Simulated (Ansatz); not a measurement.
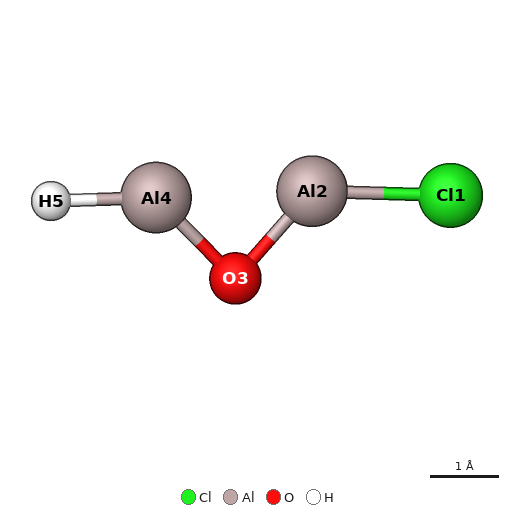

The view is orthographic, and the bar gives the scale. Computed geometry: PBE0-D4/def2-TZVP optimisation. No frequency run is at hand to confirm it as a minimum.

Reconstruct the coordinates (Å) as seen: x to the right, y up, z towards the viewer, origin at the mean of the atomic positions.

```xyz
5
Al2ClHO
Cl   3.12   0.26  -0.47
Al   1.06   0.32  -0.13
O   -0.08  -0.98  -0.12
Al  -1.27   0.23   0.24
H   -2.83   0.17   0.48
```
